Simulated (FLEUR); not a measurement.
# Fe: orders along a scan of the volume, part 2 of 2

Wanted: the trend of the moments of Fe with the volume.

FLEUR MaX-R8.1; LDA (VWN); all-electron FLAPW, Dirac cores, scalar-relativistic bands.

So far, largest spin moment in the muffin-tin sphere (μB): step 2 (factor 1, start ferro +) 2.26; step 3 (factor 1, start antiferro q=(0,0,1/2) +-) 2.03.

The database entry behind the starting cell differs from later determinations by our own check (an axis about 0.7 % long against later determinations), so it need not match the best structure at ambient conditions.

## 5. Factor 1.12, start ferro +

The farthest finished point is shown in full.

Input file inp.xml:

```
<?xml version="1.0" encoding="UTF-8" standalone="no"?>
<fleurInput fleurInputVersion="0.39">
   <comment>
      Fe
   </comment>
   <calculationSetup>
      <cutoffs Kmax="3.71" Gmax="11.1" GmaxXC="11.1" numbands="0"/>
      <scfLoop itmax="110" minDistance="0.00002" maxIterBroyd="15" imix="Anderson" alpha="0.05" precondParam="0.0" spinf="2.0" sdNocoIR="T"/>
      <coreElectrons ctail="T" frcor="F" kcrel="0" coretail_lmax="0"/>
      <xcFunctional name="vwn" relativisticCorrections="F"/>
      <magnetism jspins="2"/>
      <soc l_soc="F" theta="0.0" phi="0.0" spav="F"/>
      <expertModes spex="0" secvar="F"/>
      <geometryOptimization l_f="F" forcealpha="1.0" forcemix="BFGS" epsdisp="0.00001" epsforce="0.00001"/>
      <ldaU l_linMix="F" mixParam="0.05" spinf="1.0"/>
   </calculationSetup>
   <cell>
      <bzIntegration valenceElectrons="16.0" mode="hist" fermiSmearingEnergy="0.00183747">
         <kPointListSelection listName="default-1"/>
         <xi:include xmlns:xi="http://www.w3.org/2001/XInclude" href="kpts.xml"> </xi:include>
      </bzIntegration>
      <xi:include xmlns:xi="http://www.w3.org/2001/XInclude" href="sym.xml"> </xi:include>
      <bulkLattice scale="1.0">
         <bravaisMatrix>
            <row-1>   -2.8318562608212061     2.8318562608212061     2.8318562608212061</row-1>
            <row-2>    2.8318562608212061    -2.8318562608212061     2.8318562608212061</row-2>
            <row-3>    2.8318562608212061     2.8318562608212061    -2.8318562608212061</row-3>
         </bravaisMatrix>
      </bulkLattice>
   </cell>
   <atomSpecies>
      <species name="Iron (Fe) 2.800" element="Fe" atomicNumber="26">
         <mtSphere radius="2.21" gridPoints="731" logIncrement="0.017"/>
         <atomicCutoffs lmax="8" lnonsphr="6"/>
         <electronConfig flipSpins="F">
            <coreConfig>(1s1/2) (2s1/2) (2p1/2) (2p3/2)</coreConfig>
            <valenceConfig>(3s1/2) (3p1/2) (3p3/2) (4s1/2) (3d3/2) (3d5/2)</valenceConfig>
            <stateOccupation state="(3d3/2)" spinUp="1.4" spinDown="1.0"/>
            <stateOccupation state="(3d5/2)" spinUp="3.0" spinDown="0.6"/>
         </electronConfig>
         <energyParameters s="4" p="4" d="3" f="4"/>
         <lo type="SCLO" l="0" n="3" eDeriv="0"/>
         <lo type="SCLO" l="1" n="3" eDeriv="0"/>
      </species>
   </atomSpecies>
   <atomGroups>
      <atomGroup species="Iron (Fe) 2.800">
         <relPos label="                   1">.0000000000 .0000000000 .0000000000</relPos>
         <force calculate="T" relaxXYZ="TTT"/>
      </atomGroup>
   </atomGroups>
   <output dos="F" band="F" slice="F">
      <bandDOS minEnergy="-.5*Htr" maxEnergy="0.5*Htr" sigma="0.015" storeEVData="T"/>
      <plotting iplot="0" polar="F">
         <plot TwoD="T" vec1="  1.0  0.0  0.0" vec2="  0.0  1.0  0.0" vec3="  0.0  0.0  1.0" zero="  0.0  0.0  0.0" file="plot"/>
      </plotting>
      <moessbauerParams electricFieldGradient="F" isomerShift="F" coreHyperfine="F" valenceHyperfine="F"/>
   </output>
</fleurInput>
```

Input file crystal.txt:

```
Fe
&input film=F cartesian=F /
-1.49855379780  1.49855379780  1.49855379780
1.49855379780  -1.49855379780  1.49855379780
1.49855379780  1.49855379780  -1.49855379780
1.8897261246
1.0 1.0 1.0

1
26 0.00000000000  0.00000000000  0.00000000000 : 2.800

&kpt div1=14 div2=14 div3=14 gamma=T /
```

Command:

```sh
$ OMP_NUM_THREADS=1 inpgen -f crystal.txt > inpgen.log  # inp.xml is then edited as shown
$ OMP_NUM_THREADS=1 mpirun -n 4 fleur_MPI > fleur.log
```

Log:

```text
[banner, memory and clock lines left out]
Welcome to FLEUR        (www.flapw.de)
      MaX-Release 8.1          (www.max-centre.eu)

 ========== k-point set info ==========
 Selected k-point list: default-1
 k-point list type: mesh
 14 x 14 x 14
 Number of k points: 104

 [... set-up left out ...]
 Iteration:     1   Distance:       8.00407203 me/bohr^3
 Iteration:     2   Distance:       6.77652666 me/bohr^3
 Iteration:     3   Distance:       5.08967953 me/bohr^3
 Iteration:     4   Distance:       0.44904096 me/bohr^3
 Iteration:     5   Distance:       0.48552747 me/bohr^3
[...]
<sumOfEigenvalues value="     -735.4749021299">
               <coreElectrons value="-721.5489359472"/>
               <valenceElectrons value="-13.9259661827"/>
            </sumOfEigenvalues>
         [... left out ...]
            <freeEnergy value="-1270.5765953515"/>
            <extrapolationTo0K value="-1270.5764350471"/>
         </totalEnergy>
         <densityConvergence units="me/bohr^3">
            <chargeDensity spin="1" distance="0.0000006882"/>
            <chargeDensity spin="2" distance="0.0000005810"/>
            <overallChargeDensity distance="0.0000011691"/>
            <spinDensity distance="0.0000005058"/>
         </densityConvergence>
      </iteration>
```

Wall time 3.9 s (4 MPI ranks of Arm Neoverse V2, shared host); peak memory 0.16 GiB.

Spin moment in the muffin-tin sphere by atom:

| atom | spin moment in the muffin-tin sphere (μB) |
| --- | --- |
| Fe1 | 2.57 |

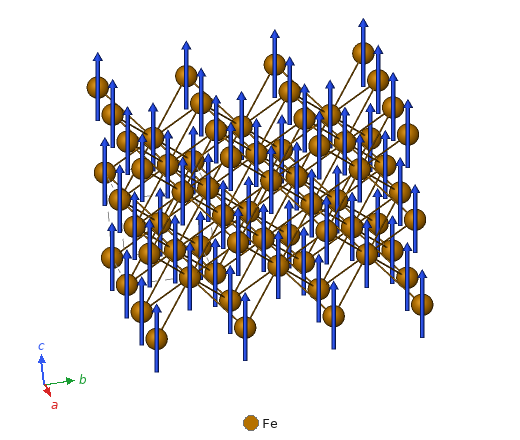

Spin moment in the muffin-tin sphere as arrows, the longest 2.57 μB. Up and down stand for the sign. Arrows give size and sign along the axis of quantisation, drawn up and down the page. 3×3×2 conventional cells are drawn. Some periodic images of atoms are drawn too.

Numbers from this step:

- free energy: -34574.1505 eV
- program's band gap on this mesh (in a metal only a level spacing): 0.006755 eV
- magnetization: 2.536 μB
- final state: ferromagnetic

After 15 cycles the largest moment stands at 2.57 μB.

## 6. Factor 1.12, start antiferro q=(0,0,1/2) +-

The k list default-1 (kpts.xml, not shown) is a Γ-centred 14×14×7 mesh.

Changes to inp.xml since step 5:

```diff
@@ -17,3 +17,3 @@
    <cell>
-      <bzIntegration valenceElectrons="16.0" mode="hist" fermiSmearingEnergy="0.00183747">
+      <bzIntegration valenceElectrons="32.0" mode="hist" fermiSmearingEnergy="0.00183747">
          <kPointListSelection listName="default-1"/>
@@ -26,3 +26,3 @@
             <row-2>    2.8318562608212061    -2.8318562608212061     2.8318562608212061</row-2>
-            <row-3>    2.8318562608212061     2.8318562608212061    -2.8318562608212061</row-3>
+            <row-3>    5.6637125216424122     5.6637125216424122    -5.6637125216424122</row-3>
          </bravaisMatrix>
@@ -44,2 +44,15 @@
       </species>
+      <species name="Iron (Fe) -2.800" element="Fe" atomicNumber="26">
+         <mtSphere radius="2.21" gridPoints="731" logIncrement="0.017"/>
+         <atomicCutoffs lmax="8" lnonsphr="6"/>
+         <electronConfig flipSpins="F">
+            <coreConfig>(1s1/2) (2s1/2) (2p1/2) (2p3/2)</coreConfig>
+            <valenceConfig>(3s1/2) (3p1/2) (3p3/2) (4s1/2) (3d3/2) (3d5/2)</valenceConfig>
+            <stateOccupation state="(3d3/2)" spinUp="1.0" spinDown="1.4"/>
+            <stateOccupation state="(3d5/2)" spinUp="0.6" spinDown="3.0"/>
+         </electronConfig>
+         <energyParameters s="4" p="4" d="3" f="4"/>
+         <lo type="SCLO" l="0" n="3" eDeriv="0"/>
+         <lo type="SCLO" l="1" n="3" eDeriv="0"/>
+      </species>
    </atomSpecies>
@@ -48,2 +61,6 @@
          <relPos label="                   1">.0000000000 .0000000000 .0000000000</relPos>
+         <force calculate="T" relaxXYZ="TTT"/>
+      </atomGroup>
+      <atomGroup species="Iron (Fe) -2.800">
+         <relPos label="                   2">.0000000000 .0000000000 1.000/2.000</relPos>
          <force calculate="T" relaxXYZ="TTT"/>
```

Input file crystal.txt:

```
Fe
&input film=F cartesian=F /
-1.49855379780  1.49855379780  1.49855379780
1.49855379780  -1.49855379780  1.49855379780
2.99710759560  2.99710759560  -2.99710759560
1.8897261246
1.0 1.0 1.0

2
26 0.00000000000  0.00000000000  0.00000000000 : 2.800
26 0.00000000000  0.00000000000  0.50000000000 : -2.800

&kpt div1=14 div2=14 div3=7 gamma=T /
```

Log:

```text
[banner, memory and clock lines left out]
Welcome to FLEUR        (www.flapw.de)
      MaX-Release 8.1          (www.max-centre.eu)

 ========== k-point set info ==========
 Selected k-point list: default-1
 k-point list type: mesh
 14 x 14 x 7
 Number of k points: 372

 [... set-up left out ...]
 Iteration:     1   Distance:      11.42726044 me/bohr^3
 Iteration:     2   Distance:       9.79028843 me/bohr^3
 Iteration:     3   Distance:       6.48086280 me/bohr^3
 Iteration:     4   Distance:       4.75770293 me/bohr^3
 Iteration:     5   Distance:       3.02877522 me/bohr^3
[...]
<sumOfEigenvalues value="    -1471.1947364744">
               <coreElectrons value="-1443.2418730370"/>
               <valenceElectrons value="-27.9528634374"/>
            </sumOfEigenvalues>
         [... left out ...]
            <freeEnergy value="-2541.1372615252"/>
            <extrapolationTo0K value="-2541.1366920696"/>
         </totalEnergy>
         <densityConvergence units="me/bohr^3">
            <chargeDensity spin="1" distance="0.0000094821"/>
            <chargeDensity spin="2" distance="0.0000099923"/>
            <overallChargeDensity distance="0.0000126615"/>
            <spinDensity distance="0.0000148055"/>
         </densityConvergence>
      </iteration>
```

It took 50 s on 4 MPI ranks; peak memory 0.25 GiB.

Numbers from this step:

| Quantity | Value |
| --- | --- |
| free energy | -69147.8675 eV |
| program's band gap on this mesh (in a metal only a level spacing) | 0.002269 eV |
| magnetization | 0 μB |
| final state | antiferromagnetic |
| largest moment | 2.355 μB |

After 22 cycles the largest moment stands at 2.35 μB.

## 7. Trends

In all 27 runs were made at the factors 0.88, 0.91, 0.94, 0.97, 1, 1.03, 1.06, 1.09 and 1.12, of which 27 converged. The tables hold the factors at which the parallel start converged, and CPU times count converged runs alone. Differences are of free energies.

Final states:

| volume factor | ferro + | antiferro q=(0,0,1/2) +- | no spin polarisation | CPU time (s) |
| --- | --- | --- | --- | --- |
| 0.88 | ferromagnetic | antiferromagnetic | non-magnetic | 226.4 |
| 0.91 | ferromagnetic | antiferromagnetic | non-magnetic | 227.2 |
| 0.94 | ferromagnetic | antiferromagnetic | non-magnetic | 235.1 |
| 0.97 | ferromagnetic | antiferromagnetic | non-magnetic | 231.7 |
| 1 | ferromagnetic | antiferromagnetic | non-magnetic | 222 |
| 1.03 | ferromagnetic | antiferromagnetic | non-magnetic | 220.8 |
| 1.06 | ferromagnetic | antiferromagnetic | non-magnetic | 237 |
| 1.09 | ferromagnetic | antiferromagnetic | non-magnetic | 236.6 |
| 1.12 | ferromagnetic | antiferromagnetic | non-magnetic | 222.6 |

Table of energy over the lowest point, ferro + by volume factor:

| volume factor | energy over the lowest point, ferro + (meV a primitive cell) |
| --- | --- |
| 0.8800 | 0 |
| 0.9100 | 11.7 |
| 0.9400 | 38.2 |
| 0.9700 | 80.3 |
| 1.0000 | 133 |
| 1.0300 | 193 |
| 1.0600 | 262 |
| 1.0900 | 330 |
| 1.1200 | 401 |

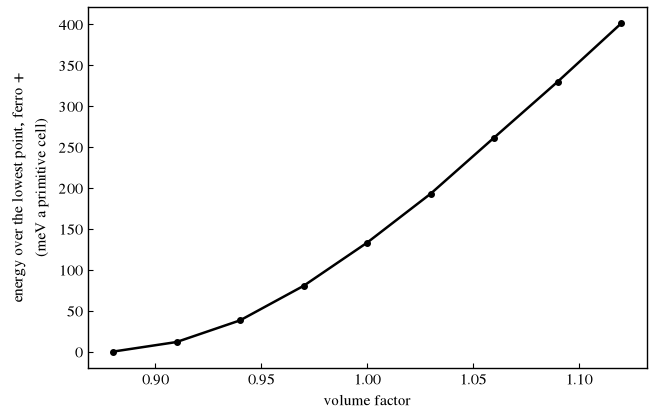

Energy over the lowest point, ferro +, plotted against volume factor.

Largest sphere moment against volume factor:

| volume factor | ferro + (μB) | antiferro q=(0,0,1/2) +- (μB) |
| --- | --- | --- |
| 0.8800 | 2.12 | 1.62 |
| 0.9100 | 2.16 | 1.72 |
| 0.9400 | 2.19 | 1.82 |
| 0.9700 | 2.23 | 1.92 |
| 1.0000 | 2.26 | 2.03 |
| 1.0300 | 2.32 | 2.13 |
| 1.0600 | 2.42 | 2.21 |
| 1.0900 | 2.52 | 2.29 |
| 1.1200 | 2.57 | 2.35 |

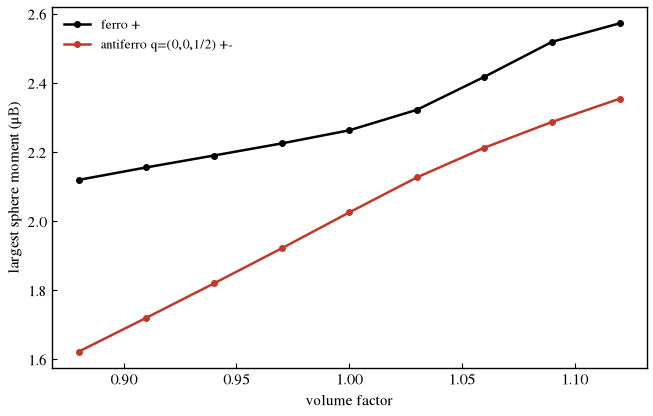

Largest sphere moment, plotted against volume factor.

Net moment, ferro + against volume factor:

| volume factor | net moment, ferro + (μB a primitive cell) |
| --- | --- |
| 0.8800 | 2.11 |
| 0.9100 | 2.14 |
| 0.9400 | 2.17 |
| 0.9700 | 2.20 |
| 1.0000 | 2.24 |
| 1.0300 | 2.29 |
| 1.0600 | 2.39 |
| 1.0900 | 2.49 |
| 1.1200 | 2.54 |

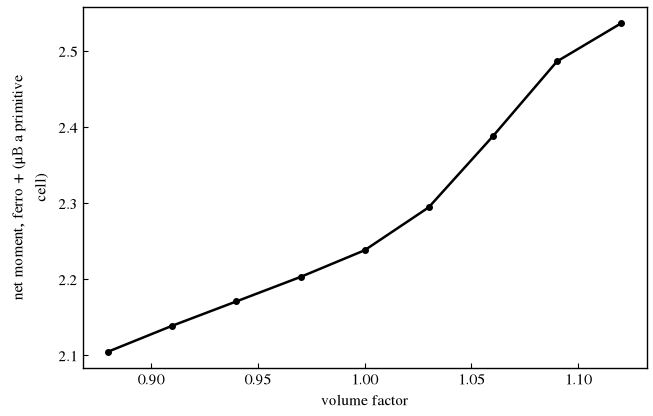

Net moment, ferro + against volume factor.

Table of energy less that of the parallel start by volume factor; values in meV a seeded atom:

| volume factor | antiferro q=(0,0,1/2) +- | no spin polarisation |
| --- | --- | --- |
| 0.8800 | 174 | 321 |
| 0.9100 | 187 | 361 |
| 0.9400 | 197 | 399 |
| 0.9700 | 204 | 435 |
| 1.0000 | 208 | 470 |
| 1.0300 | 210 | 504 |
| 1.0600 | 211 | 538 |
| 1.0900 | 213 | 574 |
| 1.1200 | 217 | 612 |

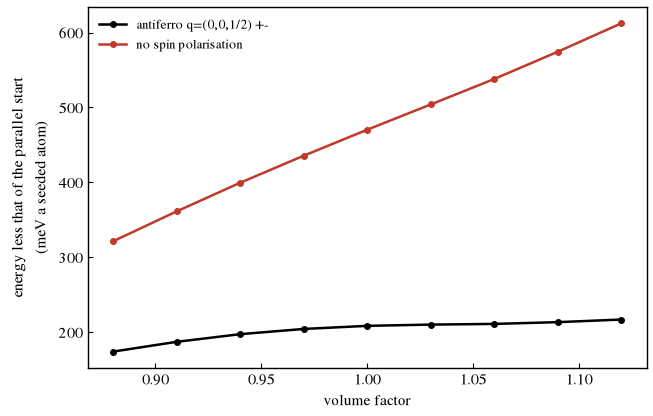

Energy less that of the parallel start against volume factor.

## 8. Results

| Property | Result |
| --- | --- |
| largest moment, parallel start | 2.12 μB at 0.88, 2.57 μB at 1.12 |
| net moment, parallel start | 2.11 to 2.54 μB a primitive cell |
| start antiferro q=(0,0,1/2) +- less the parallel start | +173.9 meV at 0.88, +216.7 meV at 1.12, a seeded atom |
| spinless run less the parallel start | +321.2 meV at 0.88, +612.3 meV at 1.12, a seeded atom |

In words: The largest moment of the parallel start goes from 2.12 μB at 0.88 to 2.57 μB at 1.12. Its energy is least at 0.88 of the points run, an end of the scan, so the minimum may lie beyond. The start antiferro q=(0,0,1/2) +- lies over the parallel start at every point where both finished. The spinless run lies over the parallel start at every point where both finished. The opposed order is one of several, taken for its small cell; another can lie lower, so the scan does not name the ground state. Atoms were not relaxed at any point.

[Logs and program files are shortened in this print: banners, set-up blocks, solver, clock and traceback lines can be left out without a mark of their own.]

[Logs are printed without paths, hosts, clocks, repeated set-up lines and the standing remarks that a program may print on its own settings, such as how far it seeks lower states.]

[Hosts, paths, dates, database ids (printed as entryN), source tags and the programs' standing remarks are cut or masked in the printed files.]

[Where a cell is said to come from a database of computed structures, the database is the Materials Project.]
